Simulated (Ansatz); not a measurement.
# CH6BrGaN: the cost of one run

All numbers are computed with Ansatz 0.2.0 through its Python package. Level of theory: MP2/def2-SVP.

## 1. The structure

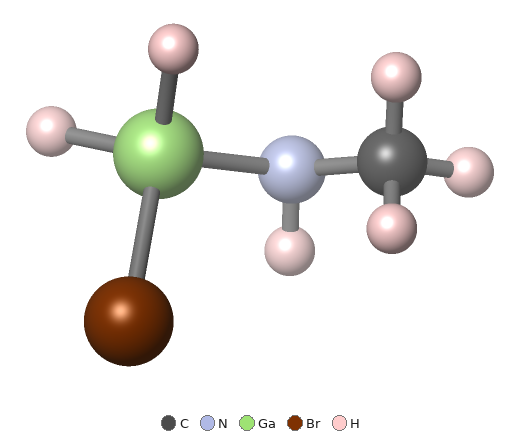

The structure that the script starts from, seen from a chosen angle (carbon dark grey, nitrogen light blue, gallium green, bromine brown, hydrogen pink).

No structure file is read: the coordinates are typed or built in the script.

## 2. The code

Input file scan.py:

```python
"""Stretching a bond of CH6BrGaN(-), the rest held rigid."""

import ansatz as az
import matplotlib.pyplot as plt
import numpy as np

BASIS = "def2-SVP"
LEVEL = "mp2"
CHARGE = -1


def main() -> None:
    geometry_ang = [
        ("C", [-1.3635, 0.1828, 0.2805]),
        ("N", [-0.468, -0.3593, -0.7355]),
        ("Ga", [1.3278, -0.4318, -0.0541]),
        ("Br", [2.2377, 1.7531, 0.0155]),
        ("H", [-1.0483, 1.2066, 0.5798]),
        ("H", [-1.378, -0.4811, 1.1712]),
        ("H", [-2.3945, 0.2353, -0.1282]),
        ("H", [-0.4595, 0.3076, -1.5409]),
        ("H", [2.2277, -1.3556, -1.0182]),
        ("H", [1.3186, -1.0578, 1.4299]),
    ]
    molecule = az.Crystal.molecule()
    for symbol, xyz in geometry_ang:
        molecule = molecule.atom(symbol, xyz)

    symbols = [site.symbol for site in molecule.cartesian_sites]
    start = np.array([site.position_ang for site in molecule.cartesian_sites])
    axis = (start[0] - start[1]) / np.linalg.norm(start[0] - start[1])
    moving = [0, 4, 5, 6]
    lengths, energies = [1.24, 1.34, 1.46, 1.6, 1.82, 2.19, 2.63, 3.21], []
    for length in lengths:
        xyz = start.copy()
        xyz[moving] += (length - np.linalg.norm(start[0] - start[1])) * axis
        point = az.Crystal.molecule()
        for symbol, place in zip(symbols, xyz):
            point = point.atom(symbol, place.tolist())
        model = point.calculation()
        model = model.basis(gaussian=BASIS)
        model = model.correlation(LEVEL)
        model = model.charge(CHARGE)
        r = model.run().report
        energies.append(r["free_energy_ev"])
        print(f"r = {length:6.3f} A  E = {energies[-1]:.5f} eV  <S^2> = {abs(r['mean_field']['state']['spin_squared']):.3f}")

    print("energy above the lowest point (eV):", [round(e - min(energies), 3) for e in energies])
    plt.figure(figsize=(4.5, 3))
    plt.plot(lengths, np.array(energies) - min(energies), "o-")
    plt.xlabel("bond length (A)")
    plt.ylabel("E - E(min) (eV)")
    plt.tight_layout()
    plt.savefig("scan.png", dpi=100)


if __name__ == "__main__":
    main()
```

## 3. What the engine is handed

The engine receives this input (first run):

```yaml
crystal:
  periodic: [false, false, false]
  atoms:
    - { symbol: C, position_ang: [-1.2291960012868874, 0.10149771334184451, 0.1281238272556983] }
    - { symbol: "N", position_ang: [-0.468, -0.3593, -0.7355] }
    - { symbol: Ga, position_ang: [1.3278, -0.4318, -0.0541] }
    - { symbol: Br, position_ang: [2.2377, 1.7531, 0.0155] }
    - { symbol: H, position_ang: [-0.9139960012868876, 1.1252977133418445, 0.4274238272556983] }
    - { symbol: H, position_ang: [-1.2436960012868874, -0.5624022866581555, 1.0188238272556982] }
    - { symbol: H, position_ang: [-2.2601960012868876, 0.15399771334184453, -0.28057617274430174] }
    - { symbol: H, position_ang: [-0.4595, 0.3076, -1.5409] }
    - { symbol: H, position_ang: [2.2277, -1.3556, -1.0182] }
    - { symbol: H, position_ang: [1.3186, -1.0578, 1.4299] }
basis:
  gaussian:
    orbitals: def2-SVP
total_charge: -1.0
correlation:
  method: mp2
```

## 4. Running it

Command:

```console
$ python scan.py
```

What time and memory should one allow on 1 thread of Arm Neoverse V1, shared host?

About 54 s, with a peak of 0.5 GiB.
